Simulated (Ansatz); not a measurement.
## Electronic structure of CH7AlO4 in real space

| atom | x (Å) | y (Å) | z (Å) |
| --- | --- | --- | --- |
| C | -1.0371 | -2.2146 | -0.7300 |
| Al | 0.1757 | -0.2348 | 1.1156 |
| O | -1.0526 | -0.8632 | -0.2787 |
| O | -1.2704 | 0.4210 | 1.8292 |
| O | 0.7390 | -1.7464 | 1.7185 |
| O | 1.3957 | 0.7782 | 0.4615 |
| H | -0.1772 | -2.3175 | -1.4032 |
| H | -1.9575 | -2.4281 | -1.2915 |
| H | -0.9113 | -2.9063 | 0.1149 |
| H | -1.8559 | -0.6469 | 0.2333 |
| H | -1.3545 | 0.7138 | 2.7360 |
| H | 1.6767 | -1.9366 | 1.7619 |
| H | 1.2222 | 1.6796 | 0.1893 |

Geometry: PBE0-D4/def2-SVP.

All numbers below come from Ansatz, isolated molecule in a Gaussian basis; Kohn-Sham density functional theory, functional PBE0.

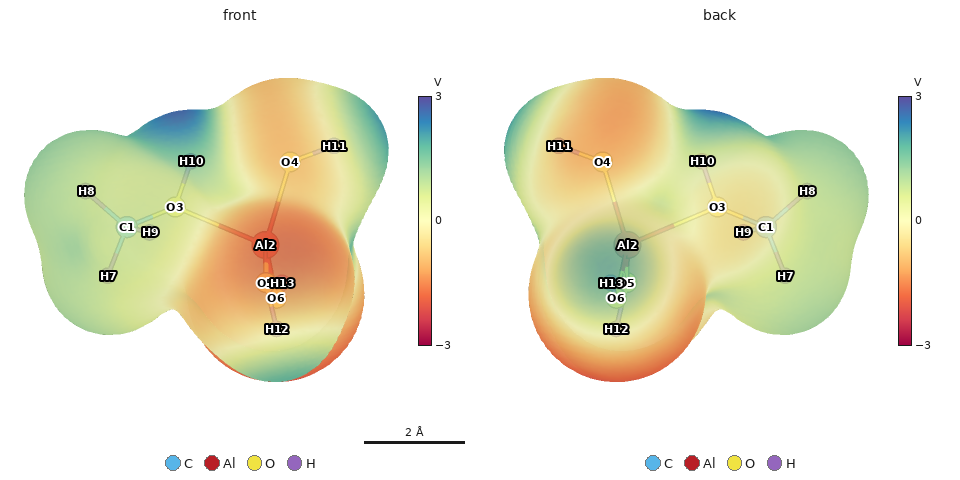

Figure 1. The molecular electrostatic potential painted on the density surface at 0.002 e/bohr³, seen from the front and from behind; the colour scale runs from red (negative) to blue (positive).

> Which sites attract a positive test charge, and which a negative one?

A positive charge is drawn to the negative regions and a negative charge to the positive ones. The most negative region (about −1.9 V, or −44 kcal/mol for a unit charge) lies over O6, the most positive (about +2.6 V, or +60 kcal/mol for a unit charge) over H10. O6 is the likeliest acceptor of a hydrogen bond.

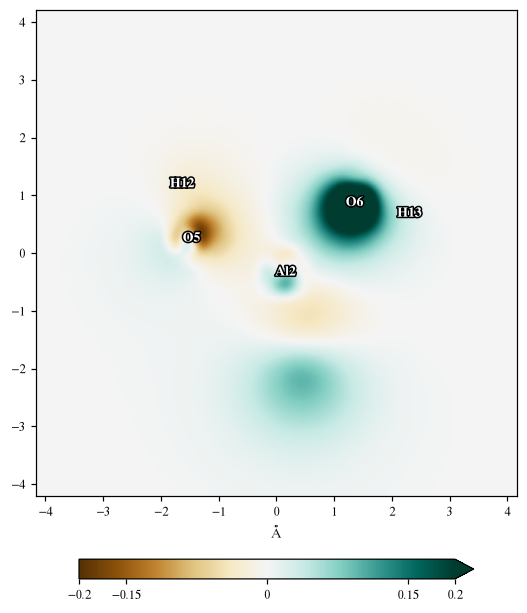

Figure 2. The HOMO−1 on the plane of atoms Al2, O5 and H12 (values in Å⁻³ᐟ²; the overall sign is arbitrary).

> What is the character of this orbital?

By Hirshfeld shares it lies mainly on O5 (about 35 %), O6 (about 35 %) and O4 (about 15 %); largely a combination of lone pairs on O5, O6 and O4. Its energy is −8.53 eV.

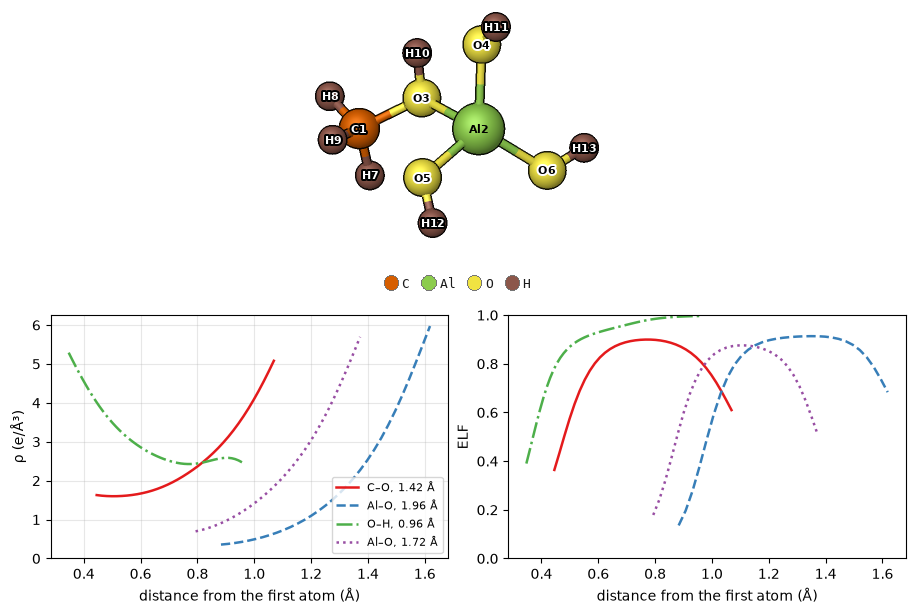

Figure 3. Total electron density and electron localisation function along straight lines between neighbouring atoms. The curves leave out the atomic cores. The structure is drawn too.

> What can be read from the curves?

C–O (1.42 Å): ρ at the midpoint is about 2 e/Å³, with its minimum of 1.6 e/Å³ about 0.5 Å from C; the ELF peaks at about 0.90 between the atoms; a shared but strongly polarised pair.
Al–O (1.96 Å): the density is about 0.46 e/Å³ at the midpoint; the ELF peaks at about 0.90 in the valence shell of O, 0.6 Å from its nucleus, and is about 0.50 at the midpoint.
O–H (0.96 Å): ρ is about 3.7 e/Å³ halfway; the ELF climbs to about 1 towards the hydrogen, as it does in any bond to H (a covalent bond by its length).
Al–O (1.72 Å): ρ is about 0.83 e/Å³ halfway; the ELF peaks at about 0.90 in the valence shell of O, 0.6 Å from its nucleus, and is about 0.40 at the midpoint.
